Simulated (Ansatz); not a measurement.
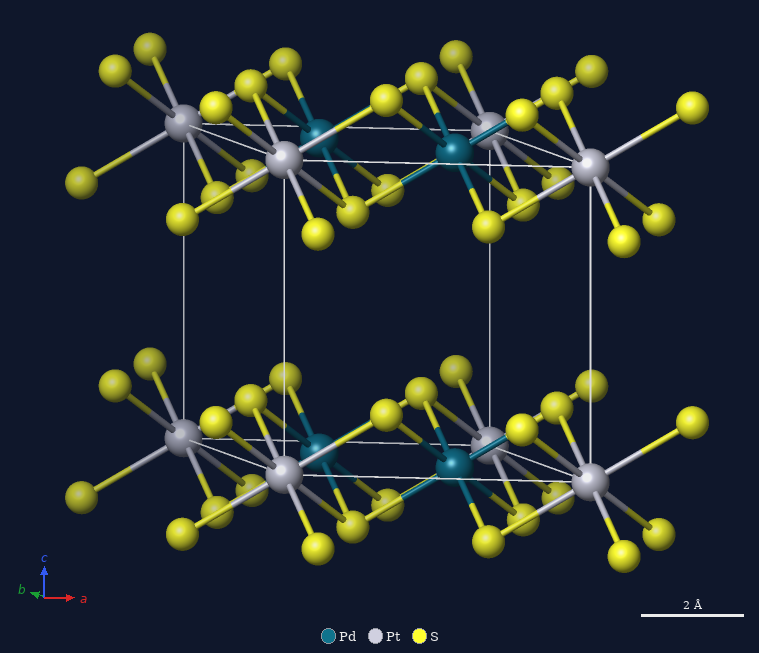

Ball-and-stick representation of a periodic structure, projected slightly off an axis. The parallelepiped is the simulation cell. Some neighbours outside the box are added.

Input for the calculation:
```yaml
crystal:
  lattice:
    - [6.1705037844, 0.0, 0.0]
    - [-3.0852518922, 5.3438130314, 0.0]
    - [0.0, 0.0, 6.2730943193]
  atoms:
    - { symbol: Pd, position: [0.6666666667, 0.3333333333, 0.0] }
    - { symbol: Pd, position: [0.3333333333, 0.6666666667, 0.0] }
    - { symbol: Pt, position: [0.0, 0.0, 0.0] }
    - { symbol: S, position: [0.6668829413, 0.6668829413, 0.1969957036] }
    - { symbol: S, position: [0.3331170587, 0.0, 0.1969957036] }
    - { symbol: S, position: [0.0, 0.3331170587, 0.1969957036] }
    - { symbol: S, position: [0.0, 0.6668829413, 0.8030042964] }
    - { symbol: S, position: [0.6668829413, 0.0, 0.8030042964] }
    - { symbol: S, position: [0.3331170587, 0.3331170587, 0.8030042964] }
basis:
  ecutwfc: 420
kpoints:
  mp_grid: { grid: [6, 6, 6] }
  band_path:
    path:
      - [[0.0, 0.0, 0.0], [0.5, 0.0, 0.0], [0.33333333, 0.33333333, 0.0], [0.0, 0.0, 0.0], [0.0, 0.0, 0.5], [0.5, 0.0, 0.5], [0.33333333, 0.33333333, 0.5], [0.0, 0.0, 0.5]]
      - [[0.5, 0.0, 0.5], [0.5, 0.0, 0.0]]
      - [[0.33333333, 0.33333333, 0.5], [0.33333333, 0.33333333, 0.0], [0.33333333, 0.33333333, -0.5]]
    npoints: 14
hamiltonian:
  xc: pbe
scf:
  occupations: { method: gaussian, width: 0.02 }
  n_extra_bands: 22
output:
  forces: true
  stress: true
  eigenvalues: true
  populations: true
  dos: { projected: true, de: 0.02, nscf_kmesh: { grid: [9, 9, 9] } }
  bader: true
  write_density: true
  write_potential: true
  elf: true
  volumetric_format: npy
```
Run as:
```sh
ansatz run input.yaml --threads 1 --pin off --max-ram 2560MiB --backend cpu --events-out ev --progress --plain --runs-dir out
```

Theory: DFT PBE, scalar-relativistic, plane waves, PAW in Ansatz 0.2.0. Numerical settings: plane-wave cutoff 420 eV, a 6×6×6 grid in reciprocal space, Gaussian smearing of 0.02 eV, no spin polarisation.

Question: Give the Bader charge of each element.

Answer: Pd +0.53 e; Pt +0.48 e; S -0.26 e.

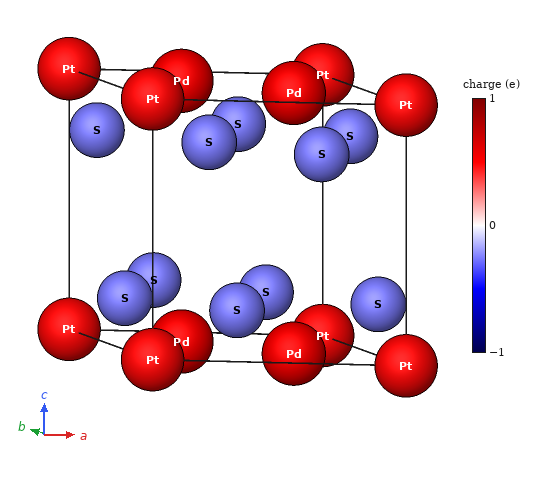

The atoms coloured by those charges.

Its origin is a structure type filled with these elements by a generator (whether the compound takes this form wasn't checked). Earlier steps of the study may have refined or changed the cell and positions. A calculation with Ansatz used it as input.
